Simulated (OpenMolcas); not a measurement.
**One shape, several levels: GeH3O2F (SMILES [OH][GeH]([OH])[F])**

Wanted: a comparison of 6 runs (HF/STO-3G, B3LYP/6-31G*, B3LYP/def2-SVP, BLYP/def2-SVP, PBE/def2-SVP, revPBE/def2-SVP) of GeH3O2F. 

The calculation is run with OpenMolcas 26.06.

## 1. The structure to begin with

GeH3O2F: 7 atoms, total charge 0, spin state singlet. As SMILES, `[OH][GeH]([OH])[F]`. The Ge2–F4 distance was set to 3.124 Å, away from the relaxed value. At this shape a bond of the SMILES string is far longer than usual.

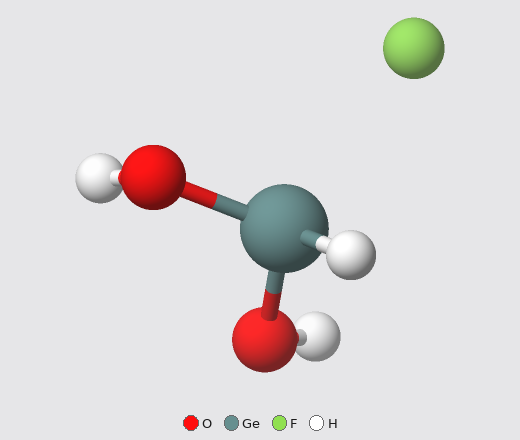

The structure, seen from a chosen angle (oxygen red, germanium teal, fluorine green, hydrogen white).

## 2. The energy at HF/STO-3G (run 1)

Input file input.xyz:

```xyz
7

O      0.569370     2.146492    -0.603932
Ge     0.814770     0.979392     0.687768
O      2.440470     0.350192     0.562968
F     -1.260300    -1.284500     0.113200
H     -0.286930     2.047992    -1.028532
H      0.590870     1.491992     2.102868
H      2.726670     0.237492    -0.347732
```

Input file job.inp:

```
* FGeH3O2 Hartree-Fock

&gateway
  baslib=$CurrDir
  coord=input.xyz
  basis=STO-3G
  group=NoSym

&seward

&scf
  thresholds=1e-10 1e-07 1e-07 1e-05
  prorbitals=0
```

The basis set STO-3G is read from a file made from the Basis Set Exchange's data (not shown).

The run is started by

```
export MOLCAS_MEM=1860
pymolcas job.inp > job.log
```

Log:

```text
--- Start Module: gateway ---
[...]
--- Stop Module: gateway /rc=_RC_ALL_IS_WELL_ ---
--- Start Module: seward ---
[...]
      Basis functions           36
--- Stop Module: seward /rc=_RC_ALL_IS_WELL_ ---
--- Start Module: scf ---
[...]
       Convergence after  31 Iterations
[...]
::    Total SCF energy                              -2298.9505742878
[...]
      Total spin, S                                     0.0000000000
[...]
      Total electronic charge=   60.000000
      Total            charge=   -0.000000
[...]
      Dipole Moment (debye):
      Origin of the operator (angstrom)=    0.6838    0.7171    0.4148
                   X=  5.8173E-01               Y=  1.8683E+00               Z= -3.8268E-01           Total=  1.9939E+00
      Quadrupole Moment (debye*angstrom):
[...]
--- Stop Module: scf /rc=_RC_ALL_IS_WELL_ ---
[...]
```

Run time: 1.7 s. Hardware: 1 thread of Intel Xeon 6975P-C (Granite Rapids), shared host; peak memory 0.37 GiB.

## 3. The energy at B3LYP/6-31G(d) (Cartesian functions) (run 2)

Input file calc.inp:

```
&GATEWAY
 BASLIB = $CurrDir
 BASISSET
 O.6-31Gs....
 O1 0.569370 2.146492 -0.603932 angstrom
 O3 2.440470 0.350192 0.562968 angstrom
 End of Basis
 BASISSET
 Ge.6-31Gs....
 Ge2 0.814770 0.979392 0.687768 angstrom
 End of Basis
 BASISSET
 F.6-31Gs....
 F4 -1.260300 -1.284500 0.113200 angstrom
 End of Basis
 BASISSET
 H.6-31Gs....
 H5 -0.286930 2.047992 -1.028532 angstrom
 H6 0.590870 1.491992 2.102868 angstrom
 H7 2.726670 0.237492 -0.347732 angstrom
 End of Basis

&SEWARD
 GRIDINPUT
 Grid=UltraFine
 End of Grid

&SCF
 KSDFT = B3LYP
 THRESHOLDS = 1e-10 1e-07 1e-07 1e-05
 PRORBITALS = 1
```

The basis set 6-31G* is read from a file made from the Basis Set Exchange's data (not shown).

The run is started by

```
export MOLCAS_MEM=1860
pymolcas calc.inp > calc.log
```

Log:

```text
--- Start Module: gateway ---
[...]
--- Stop Module: gateway /rc=_RC_ALL_IS_WELL_ ---
--- Start Module: seward ---
[...]
      Basis functions           86
--- Stop Module: seward /rc=_RC_ALL_IS_WELL_ ---
[...]
--- Start Module: scf ---
[...]
       Convergence after  23 Iterations
[...]
::    Total KS-DFT energy                           -2328.7564735162
[...]
      Total spin, S                                     0.0000000000
[...]
      Total electronic charge=   60.000000
      Total            charge=   -0.000000
[...]
      Dipole Moment (debye):
      Origin of the operator (angstrom)=    0.6838    0.7171    0.4148
                   X=  2.7605E+00               Y=  4.3575E+00               Z= -1.2964E-01           Total=  5.1600E+00
      Quadrupole Moment (debye*angstrom):
[...]
--- Stop Module: scf /rc=_RC_ALL_IS_WELL_ ---
[...]
```

It took 21 s on 1 thread of Intel Xeon 6975P-C (Granite Rapids), shared host; peak memory 0.47 GiB.

Runs 3 to 5 aren't shown in full; the table further down has their settings and results.

## 4. A single-point energy at revPBE/def2-SVP (run 6)

Input file job.input:

```
&GATEWAY
 BasLib
 $CurrDir
 Coord
 7
 angstrom
 O        0.569370       2.146492      -0.603932
 Ge       0.814770       0.979392       0.687768
 O        2.440470       0.350192       0.562968
 F       -1.260300      -1.284500       0.113200
 H       -0.286930       2.047992      -1.028532
 H        0.590870       1.491992       2.102868
 H        2.726670       0.237492      -0.347732
 Basis
 def2-SVP
 Group
 NoSym

&SEWARD
 GridInput
 Grid=UltraFine
 End of Grid

&SCF
 KSDFT
 revPBE
 Thresholds
 1e-10 1e-07 1e-07 1e-05
 PrOrbitals
 0
```

The basis set def2-SVP is read from a file made from the Basis Set Exchange's data (not shown).

The run is started by

```
export MOLCAS_MEM=1860
pymolcas job.input > job.log
```

Log:

```text
--- Start Module: gateway ---
[...]
--- Stop Module: gateway /rc=_RC_ALL_IS_WELL_ ---
--- Start Module: seward ---
[...]
      Basis functions           89
--- Stop Module: seward /rc=_RC_ALL_IS_WELL_ ---
[...]
--- Start Module: scf ---
[...]
       Convergence after  29 Iterations
[...]
::    Total KS-DFT energy                           -2328.3283485058
[...]
      Total spin, S                                     0.0000000000
[...]
      Total electronic charge=   60.000000
      Total            charge=   -0.000000
[...]
      Dipole Moment (debye):
      Origin of the operator (angstrom)=    0.6838    0.7171    0.4148
                   X=  2.8021E+00               Y=  4.1978E+00               Z= -2.6090E-01           Total=  5.0539E+00
      Quadrupole Moment (debye*angstrom):
[...]
--- Stop Module: scf /rc=_RC_ALL_IS_WELL_ ---
[...]
```

It took 26 s on 1 thread of Intel Xeon 6975P-C (Granite Rapids), shared host; peak memory 0.49 GiB.

## 5. Overview of the runs

| run | level | Cartesian functions | integration grid | energy (Eh) | dipole moment (D) | HOMO energy (eV) | LUMO energy (eV) | wall time |
| --- | --- | --- | --- | --- | --- | --- | --- | --- |
| 1 | HF/STO-3G | no | – | -2298.950574 | 1.99 | -4.33 | 2.60 | 1.7 s |
| 2 | B3LYP/6-31G* (Cartesian functions) | yes | UltraFine | -2328.756474 | 5.16 | -6.68 | -4.10 | 21 s |
| 3 | B3LYP/def2-SVP | no | UltraFine | -2328.598839 | 5.40 | -6.74 | -4.16 | 20 s |
| 4 | BLYP/def2-SVP | no | UltraFine | -2328.591970 | 5.00 | -4.95 | -4.39 | 23 s |
| 5 | PBE/def2-SVP | no | UltraFine | -2328.000558 | 5.05 | -5.02 | -4.49 | 22 s |
| 6 | revPBE/def2-SVP | no | UltraFine | -2328.328349 | 5.05 | -4.97 | -4.42 | 26 s |

## 6. Outcome

| quantity | value |
| --- | --- |
| run 6: total energy | -2328.32835 Eh |
| run 6: dipole moment | 5.05 D |
| run 6: HOMO energy | -4.97 eV |
| run 6: LUMO energy | -4.42 eV |
| run 6: HOMO–LUMO gap | 0.55 eV |

**Reading.** The dipole moment (its size) runs from 1.99 D (HF/STO-3G) to 5.40 D (B3LYP/def2-SVP). The two ends differ in method and basis. The HOMO–LUMO gap runs from 0.53 eV (PBE/def2-SVP) to 6.93 eV (HF/STO-3G). Totals of different functionals can't be ranked against each other. In run 1 the basis is minimal, so the values are rough. In runs 1, 2, 3, 4, 5, 6 a closed-shell determinant meets a far-stretched bond, which it describes badly. All runs together took 1.9 min, the longest 26 s.
